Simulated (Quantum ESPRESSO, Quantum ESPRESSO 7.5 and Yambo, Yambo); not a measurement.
**WS2 (Tungstenite): a self-consistent loop beyond G0W0, cycle by cycle**

Aim: iterate the self-energy on WS2 (Tungstenite) and follow the gap from cycle to cycle.

Main program and level: Quantum ESPRESSO 7.5 and Yambo 5.3.0; PBE and many-body steps on it, plane waves.

The database entry behind the starting cell differs from later determinations by our own check (an axis about 1.4 % long against later determinations), so it need not match the best structure at ambient conditions.

## (1) The structure

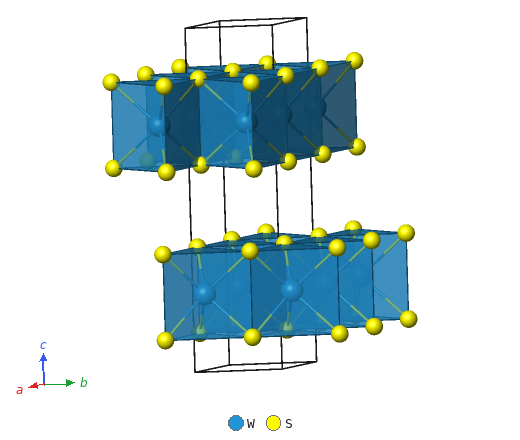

The starting structure, seen slightly off an axis (tungsten blue, sulfur yellow). 3×2×1 cells are drawn. Some periodic images of atoms are drawn too.

The cell and positions come from the Crystallography Open Database and are kept as given unless a step says otherwise. Spin-orbit coupling is left out unless a step names it.

## (2) Empty states on the mesh, 6×6×2 mesh, 101 bands

This step: Quantum ESPRESSO 7.5; DFT, PBE, plane waves, norm-conserving pseudopotentials.

The sums over transitions need many empty states on a uniform mesh; this step solves for them.

File pw.in:

```
&control
  calculation = 'nscf'
  prefix = 'x'
  outdir = 'o'
  pseudo_dir = 'pseudo'
/
&system
  ibrav = 0
  nat = 6
  ntyp = 2
  ecutwfc = 62.0
  nbnd = 101
  force_symmorphic = .true.
/
&electrons
  conv_thr = 1e-9
  electron_maxstep = 80
  diago_full_acc = .true.
  diago_thr_init = 5e-6
/
ATOMIC_SPECIES
  W 183.84 W.upf
  S 32.06 S.upf
CELL_PARAMETERS angstrom
  3.1800000000 0.0000000000 0.0000000000
  -1.5900000000 2.7539607840 0.0000000000
  0.0000000000 0.0000000000 12.5000000000
ATOMIC_POSITIONS crystal
  W 0.3333333333 0.6666666667 0.2500000000
  W 0.6666666667 0.3333333333 0.7500000000
  S 0.3333333333 0.6666666667 0.6250000000
  S 0.6666666667 0.3333333333 0.1250000000
  S 0.3333333333 0.6666666667 0.8750000000
  S 0.6666666667 0.3333333333 0.3750000000
K_POINTS automatic
  6 6 2 0 0 0
```

The run is started by

```bash
OMP_NUM_THREADS=1 mpirun -n 8 pw.x -nk 4 -in pw.in > pw.out
```

The log of the run:

```text
Program PWSCF v.7.5 starts

     This program is part of the open-source Quantum ESPRESSO suite
     for quantum simulation of materials; please cite
         "P. Giannozzi et al., J. Phys.:Condens. Matter 21 395502 (2009);
         "P. Giannozzi et al., J. Phys.:Condens. Matter 29 465901 (2017);
         "P. Giannozzi et al., J. Chem. Phys. 152 154105 (2020);
     in publications or presentations arising from this work. More details at

     Atomic positions and unit cell read from directory:
     o/x.save/

     Message from routine setup:
[...]
k = 0.0000 0.1925 0.0000 (  6135 PWs)   bands (ev):

[...]
39.2188  39.5381  40.2270  40.9640  41.2695  41.8296  41.9989  42.0105
    42.1828  42.3471  42.9476  43.3032  43.3816  43.6367  44.4248  44.5836
    45.3457  45.7254  45.8328  45.9077  46.0998

          k = 0.0000 0.1925-0.1272 (  6126 PWs)   bands (ev):

     [... further k-points ...]

     highest occupied, lowest unoccupied level (ev):    11.2627   12.3126

     XML data file, pseudopotentials, collected wavefunctions

=------------------------------------------------------------------------------=
   JOB DONE.
=------------------------------------------------------------------------------=
```

The job ended after 16 s (8 MPI ranks of AMD EPYC 7R43, shared host; peak memory 0.7 GiB).

Numbers from this step:

```
gap                                                           : 1.050 eV
k of the valence top                                          : 0, 0, 0
k of the conduction bottom                                    : 0.1667, 0.1667, 0
least direct gap                                              : 1.737 eV
k points computed                                             : 14
lowest point of the top converged band, above the valence top : 34.84 eV
```

On this mesh the gap is 1.050 eV.

The density comes from a self-consistent run that is not shown.

## (3) Conversion and set-up

This step: Yambo 5.3.0; conversion and set-up on PBE, plane waves, norm-conserving pseudopotentials.

The states are converted to the many-body program's format and the q mesh is built.

The run is started by

```bash
(cd o/x.save; p2y > p2y.log; mv SAVE ../..); yambo > setup.log
```

The log of the run:

```text
 Yambo, version 5.3.0

 [02] CORE Variables Setup
 =========================

  [02.01] Unit cells
  ==================

  Cell kind             :  HCP
  Atoms in the cell     :  W  S
  number of W  atoms    :  2
  number of S  atoms    :   4

  List of atomic masses
  Mass of W     :  183.8400
  Mass of S     :  32.06000

  List of atomic coordinates    : [cc]
  W1       : -0.30047E-09   3.4695       5.9054      order 1
  W2       :   3.00466   1.73474  17.71618  order 2
  S1       : -0.30047E-09   3.4695       14.763      order 3
[...]
Q [ 1]         [rlu]:  0.000000  0.000000  0.000000
 Q [ 2]         [rlu]:  0.000000  0.000000 -0.500000
 Q [ 3]         [rlu]:  0.46464E-18  0.16667       0.0000
[...]
Q [ 8]         [rlu]: -0.13939E-17 -0.50000     -0.50000
 Q [ 9]         [rlu]:  0.166667  0.166667  0.000000
 Q [10]         [rlu]:  0.166667  0.166667 -0.500000
 Q [11]         [rlu]:  0.166667  0.333333  0.000000
 Q [12]         [rlu]:  0.166667  0.333333 -0.500000
 Q [13]         [rlu]:  0.333333  0.333333  0.000000
 Q [14]         [rlu]:  0.333333  0.333333 -0.500000

  [03.01] X indexes
  =================

   [03.01.01] Sigma indexes
   ========================

 [06] Game Over & Game summary
```

Run time: 3.8 s. Hardware: 1 MPI rank; peak memory 0.24 GiB.

## (4) G0W0

G0W0 replaces the xc potential by the self-energy, built once from these orbitals. Only a window of levels is corrected, while the sums run over the empty bands that the input names.

This step: G0W0 on PBE, plane waves, norm-conserving pseudopotentials.

File gw1.in:

```
HF_and_locXC
gw0
dyson
ppa
em1d
rim_cut
RandQpts= 1000000
RandGvec= 1 RL
EXXRLvcs= 62 Ry
VXCRLvcs= 248 Ry
Chimod= "HARTREE"
% BndsRnXp
 1 | 101 |
%
NGsBlkXp= 5.5 Ry
% LongDrXp
 1 | 1 | 1 |
%
% GbndRnge
 1 | 101 |
%
DysSolver= "n"
ExtendOut
PPAPntXp= 27.21138 eV
% QPkrange
 1 | 1 | 25 | 28 |
 9 | 9 | 25 | 28 |
 13 | 13 | 25 | 28 |
%
```

The run is started by

```bash
OMP_NUM_THREADS=2 mpirun -n 4 yambo -F gw1.in -J gw1 -C gw1 > gw1.log
```

The log of the run:

```text
 Yambo, version 5.3.0

 [02] CORE Variables Setup
 =========================

  [... cell, symmetries and grids as in the set-up ...]

  [02.05] Energies & Occupations
  ==============================

  [X] === General ===
  [X] Electronic Temperature                        :  0.000000  0.000000 [eV K]
  [X] Bosonic    Temperature                        :  0.000000  0.000000 [eV K]
  [X] Finite Temperature mode                       : no
  [X] El. density                                   :  0.47502E+24 [cm-3]
  [X] Fermi Level                                   :  11.26270 [eV]

  [X] === Gaps and Widths ===
  [X] Conduction Band Min                           :  1.049877 [eV]
  [X] Valence Band Max                              :  0.000000 [eV]
  [X] Filled Bands                                  :  26
  [X] Empty Bands                                   :   27  101
  [X] Direct Gap                                    :  1.736840 [eV]
  [X] Direct Gap localized at k                     :  13
  [X] Indirect Gap                                  :  1.049877 [eV]
  [X] Indirect Gap between kpts                     :   1   9
  [X] Last valence band width                       :  1.801629 [eV]
  [X] 1st conduction band width                     :  1.195478 [eV]

 [03] Transferred momenta grid and indexing
 ==========================================

 IBZ Q-points                                      :  14
 BZ  Q-points                                      :   72

 K/Q-points units:
 rlu = crystal or reduced units; cc = cartesian coordinates; iku = interal k-units

 Q [ 1]         [rlu]:  0.000000  0.000000  0.000000
 Q [ 2]         [rlu]:  0.000000  0.000000 -0.500000
 Q [ 3]         [rlu]:  0.46464E-18  0.16667       0.0000
 Q [ 4]         [rlu]:  0.46464E-18  0.16667     -0.50000
 Q [ 5]         [rlu]:  0.92928E-18  0.33333       0.0000
 Q [ 6]         [rlu]:  0.92928E-18  0.33333     -0.50000
 Q [ 7]         [rlu]: -0.13939E-17 -0.50000       0.0000
 Q [ 8]         [rlu]: -0.13939E-17 -0.50000     -0.50000
 Q [ 9]         [rlu]:  0.166667  0.166667  0.000000
 Q [10]         [rlu]:  0.166667  0.166667 -0.500000
 Q [11]         [rlu]:  0.166667  0.333333  0.000000
 Q [12]         [rlu]:  0.166667  0.333333 -0.500000
 Q [13]         [rlu]:  0.333333  0.333333  0.000000
 Q [14]         [rlu]:  0.333333  0.333333 -0.500000

 [04] Coloumb potential Random Integration (RIM)
 ===============================================

  [04.01] RIM initialization
  ==========================

  * Diagonal components only detected *

  8 x (sBL volume)        :  0.037308 [a.u.]
  sBZ random points       :  1000000
  Points outside the sBZ  :   7980387
  RL volume               :  0.335775 [a.u.]
  Integrated volume       :  0.336600 [a.u.]

  [04.02] RIM integrals
  =====================

  Gamma point sphere radius             :  0.060611 [a.u.]
  Points outside the sphere             :   800002
  [Int_sBZ(q=0) 1/q^2]*(Vol_sBZ)^(-1/3) =:  7.613204
                                 should be <:  7.795600

  Summary of Coulomb integrals for non-metallic bands |Q|[au] RIM/Bare

  Q [1] 0.100000E-4 0.976603 * Q [2] 0.132997 0.905561
  Q [3] 0.201220 1.109571 * Q [4] 0.241201 1.052509
  Q [9] 0.348524 1.037358 * Q [10] 0.373038 1.028336
  Q [5] 0.402441 1.028259 * Q [6] 0.423848 1.023014
  Q [11] 0.532379 1.017062 * Q [12] 0.548740 1.015248
  Q [7] 0.603661 1.014168 * Q [8] 0.618138 1.013046
  Q [13] 0.697048 1.010911 * Q [14] 0.709622 1.010288

 [05] Dipoles
 ============

  [05.01] Setup: observables and procedures
  =========================================

  [WARNING] [x,Vnl] slows the Dipoles computation. To neglect it rename the ns.kb_pp file

 [06] Dynamic Dielectric Matrix (PPA)
 ====================================

 [WR./gw1//ndb.pp]---------------------------------------------------------------
  Brillouin Zone Q/K grids (IBZ/BZ)                :   14   72   14   72
  RL vectors                                       :   7847 [WF]
  Coulomb cutoff potential                         : none
  Electronic Temperature                           :  0.000000 [K]
  Bosonic    Temperature                           :  0.000000 [K]
  PPA    diel. fun.  energies                      : Perdew, Burke & Ernzerhof(X)+Perdew, Burke & Ernzerhof(C)
  wavefunctions                                    : Perdew, Burke & Ernzerhof(X)+Perdew, Burke & Ernzerhof(C)
  Global Gauge                                     : length
  X matrix size                                    :  205
  X band range                                     :    1  101
  X e/h energy range                               : -1.000000 -1.000000 [eV]
  X Time ordering                                  : R
  X Hxc Kernel                                     : HARTREE
  X Drude frequency                                :  0.000000  0.000000
  X poles                                          :  100.0000 [o/o]
  RL vectors in the sum                            :   7847
  [r,Vnl] included                                 : yes
  Field direction                                  :  0.577350E-5  0.577350E-5  0.577350E-5
  BZ energy Double Grid                            : no
  BZ energy DbGd points                            : 0
  BZ Q point size factor                           : -1.000000
  X Optical Averaged directions                    : none

 [07] Local Exchange-Correlation + Non-Local Fock
 ================================================

 [VXC] Plane waves :   48563
 [EXS] Plane waves :   6149

 QP @ state[ 1 ] K range:  1  1
 QP @ state[ 1 ] b range:  25  28
 QP @ state[ 2 ] K range:   9   9
 QP @ state[ 2 ] b range:  25  28
 QP @ state[ 3 ] K range:  13  13
 QP @ state[ 3 ] b range:  25  28

 [xc] Functional : Perdew, Burke & Ernzerhof(X)+Perdew, Burke & Ernzerhof(C)
 [xc] LIBXC used to calculate xc functional
  PP Number of Atomic Species                      :  2
  NLCC RL compoments                               :   48563
  PP Number of Atomic Species                      :  2
  NLCC RL compoments                               :   48563

 [xc] E_xc :  -24.43744 [Ha]
      E_xc :  -48.87488 [Ry]

  Local XC kind (lXC) : Perdew, Burke & Ernzerhof(X)+Perdew, Burke & Ernzerhof(C)
  Non-Local XC kind (nlXC) : Hartree-Fock

  Corrections @ K [1] :  [eV]
 <25|nlXC|25> = -15.33261  0.15102E-16 <25|lXC|25> = -14.41251  0.000000
 <26|nlXC|26> = -15.93882  0.80121E-17 <26|lXC|26> = -15.55930  0.000000
 <27|nlXC|27> = -10.54540  0.38900E-18 <27|lXC|27> = -15.18468  0.000000
 <28|nlXC|28> = -10.54554 -0.15687E-17 <28|lXC|28> = -15.18468  0.000000

  Corrections @ K [9] :  [eV]
 <25|nlXC|25> = -16.37886  0.26128E-17 <25|lXC|25> = -15.15065  0.000000
 <26|nlXC|26> = -16.39441 -0.53914E-17 <26|lXC|26> = -15.22164  0.000000
[...]
Corrections @ K [13] :  [eV]
[...]
<26|nlXC|26> = -15.79151 -0.20060E-17 <26|lXC|26> = -15.41418  0.47204E-16
 <27|nlXC|27> = -11.99647 -0.75861E-18 <27|lXC|27> = -16.30527  0.000000
 <28|nlXC|28> = -11.99647  0.45701E-18 <28|lXC|28> = -16.30527  0.000000

 [08] Dyson equation: Newton solver
 ==================================

  [08.01] G0W0 (W PPA)
  ====================

  [  GW  ] Bands range     :    1  101
  [GW/PPA] G damping       :  0.100000 [eV]

  QP @ state[ 1 ] K range:  1  1
  QP @ state[ 1 ] b range:  25  28
  QP @ state[ 2 ] K range:   9   9
  QP @ state[ 2 ] b range:  25  28
  QP @ state[ 3 ] K range:  13  13
  QP @ state[ 3 ] b range:  25  28

   Sc/G bands                                       :    1  101
   Sc/G damping                                     :  0.100000 ev
   Sc bands terminator                              : no
   Sx RL components                                 :   6149

   QP @ state[ 1 ] K range                          :  1  1
   QP @ state[ 1 ] b range                          :  25  28
   QP @ state[ 2 ] K range                          :   9   9
   QP @ state[ 2 ] b range                          :  25  28
   QP @ state[ 3 ] K range                          :  13  13
   QP @ state[ 3 ] b range                          :  25  28
   GF energies kind                                 : Perdew, Burke & Ernzerhof(X)+Perdew, Burke & Ernzerhof(C)
   GF WF`s kind                                     : Perdew, Burke & Ernzerhof(X)+Perdew, Burke & Ernzerhof(C)
   Xs energies kind                                 : Perdew, Burke & Ernzerhof(X)+Perdew, Burke & Ernzerhof(C)
   Xs WF`s kind                                     : Perdew, Burke & Ernzerhof(X)+Perdew, Burke & Ernzerhof(C)

 [11] Game Over & Game summary
```

It took 3.8 min on 4 MPI ranks; peak memory 3.2 GiB.

Numbers from this step:

| Item | Value |
| --- | --- |
| G0W0 gap on the points computed | 1.398 eV |
| starting gap on the mesh | 1.050 eV |
| k of the valence top | 0, 0, 0 |
| k of the conduction bottom | 0.1667, 0.1667, 0 |
| least direct G0W0 gap on the computed points | 2.398 eV |
| Z at the valence top | 0.7954 |
| Z at the conduction bottom | 0.8031 |

The gap on the mesh goes from 1.05 eV to 1.40 eV, a correction of +0.35 eV.

## (5) evGW0, cycle 1

This step: evGW0 on PBE, plane waves, norm-conserving pseudopotentials.

gw3.in, as its differences from gw1.in of step 4:

```diff
@@ -25,5 +25,4 @@
 % QPkrange
- 1 | 1 | 25 | 28 |
- 9 | 9 | 25 | 28 |
- 13 | 13 | 25 | 28 |
+ 1 | 14 | 24 | 29 |
 %
+GfnQPdb= "E < ./gw2/ndb.QP"
```

The run is started by

```bash
OMP_NUM_THREADS=2 mpirun -n 4 yambo -F gw3.in -J gw3,gw1_W -C gw3 > gw3.log
```

The log of the run:

```text
 Yambo, version 5.3.0

 [02] CORE Variables Setup
 =========================

  [... cell, symmetries and grids as in the set-up ...]

  [02.05] Energies & Occupations
  ==============================

  [X] === General ===
  [X] Electronic Temperature                        :  0.000000  0.000000 [eV K]
  [X] Bosonic    Temperature                        :  0.000000  0.000000 [eV K]
  [X] Finite Temperature mode                       : no
  [X] El. density                                   :  0.47502E+24 [cm-3]
  [X] Fermi Level                                   :  11.26270 [eV]

  [X] === Gaps and Widths ===
  [X] Conduction Band Min                           :  1.049877 [eV]
  [X] Valence Band Max                              :  0.000000 [eV]
  [X] Filled Bands                                  :  26
  [X] Empty Bands                                   :   27  101
  [X] Direct Gap                                    :  1.736840 [eV]
  [X] Direct Gap localized at k                     :  13
  [X] Indirect Gap                                  :  1.049877 [eV]
  [X] Indirect Gap between kpts                     :   1   9
  [X] Last valence band width                       :  1.801629 [eV]
  [X] 1st conduction band width                     :  1.195478 [eV]

 [03] Transferred momenta grid and indexing
 ==========================================

 IBZ Q-points                                      :  14
 BZ  Q-points                                      :   72

 K/Q-points units:
 rlu = crystal or reduced units; cc = cartesian coordinates; iku = interal k-units

 Q [ 1]         [rlu]:  0.000000  0.000000  0.000000
 Q [ 2]         [rlu]:  0.000000  0.000000 -0.500000
 Q [ 3]         [rlu]:  0.46464E-18  0.16667       0.0000
[...]
[G+QP] Direct Gap localized at k                  :  13
  [G+QP] Indirect Gap                               :  1.397526 [eV]
  [G+QP] Indirect Gap between kpts                  :   1   9
  [G+QP] Last valence band width                    :  2.013344 [eV]
  [G+QP] 1st conduction band width                  :  1.730162 [eV]

  [coarse-grid] Minimum Bare Gap        [ev]:  1.049877
  [coarse-grid] Minimum Gap Correction  [ev]:  0.347649

  Eqp @ K [ 1]
  -92.43341 -92.43341 -48.12459 -48.12454 -47.92634 -47.92634 -47.92633 -47.92633
  -19.16580 -18.93760 -17.21907 -16.77924  -9.18182  -8.05121  -4.44691  -4.28911
  -4.289112 -4.274870 -4.274870 -2.771961 -2.771961 -2.719236 -2.719236 -2.218033
[...]
Eqp @ K [ 2]
[...]
Eqp @ K [ 3]
[...]
Eqp @ K [ 8]
[...]
Eqp @ K [ 9]
[...]
[... 25 further rows ...]
   12.32733  12.32733  13.18236  13.18236  13.18342  13.18343  13.34391  13.34391
   14.01693  14.01693  15.43277  15.43278  16.73243  16.73243  19.73692  19.73693

 [07] Dipoles
 ============

  [07.01] Setup: observables and procedures
  =========================================

 [08] Dynamic Dielectric Matrix (PPA)
 ====================================

   Sc/G bands                                       :    1  101
   Sc/G damping                                     :  0.100000 ev
   Sc bands terminator                              : no
   Sx RL components                                 :   6149

   QP @ state[ 1 ] K range                          :   1  14
   QP @ state[ 1 ] b range                          :  24  29
   GF energies kind                                 : Perdew, Burke & Ernzerhof(X)+Perdew, Burke & Ernzerhof(C)+ E < ./gw2/ndb.QP + @E Fit
   GF WF`s kind                                     : Perdew, Burke & Ernzerhof(X)+Perdew, Burke & Ernzerhof(C)
   Xs energies kind                                 : Perdew, Burke & Ernzerhof(X)+Perdew, Burke & Ernzerhof(C)
   Xs WF`s kind                                     : Perdew, Burke & Ernzerhof(X)+Perdew, Burke & Ernzerhof(C)

 [13] Game Over & Game summary
```

The job ended after 5.7 min (4 MPI ranks; peak memory 3.4 GiB; 40 min of CPU time).

This step gave:

- quasiparticle gap on the mesh: 1.450 eV
- gap of the density functional on the mesh: 1.050 eV
- k of the valence top: 0, 0, 0
- k of the conduction bottom: 0.1667, 0.1667, 0
- least direct quasiparticle gap on the computed points: 2.472 eV
- Z at the valence top: 0.8027
- Z at the conduction bottom: 0.8126

Against G0W0 in Yambo (6×6×2 mesh, 101 bands, screening to 74.8 eV, Godby-Needs plasmon pole), the gap moves by +0.053 eV.

The program's own table gives 1.515 eV, which is too large where the input levels are shifted: this version takes Σc at the unshifted level E₀, yet steps from the shifted one. The value above is the Newton step from E₀, E₀ + Z(Σc + Σx − Vxc), rebuilt from the printed columns.

(Continued in part 2 of 2.)

[Paths, hosts, dates, memory and timing lines, banners, echoed tables and standing remarks are left out of the program output.]

[Logs are printed without paths, hosts, clocks, repeated set-up lines and the standing remarks that a program may print on its own settings, such as how far it seeks lower states.]

[Runs of the session that timed out or met a known fault of the program may be left out.]

[Hosts, paths, dates, database ids (printed as entryN), source tags and the programs' standing remarks are cut or masked in the printed files.]
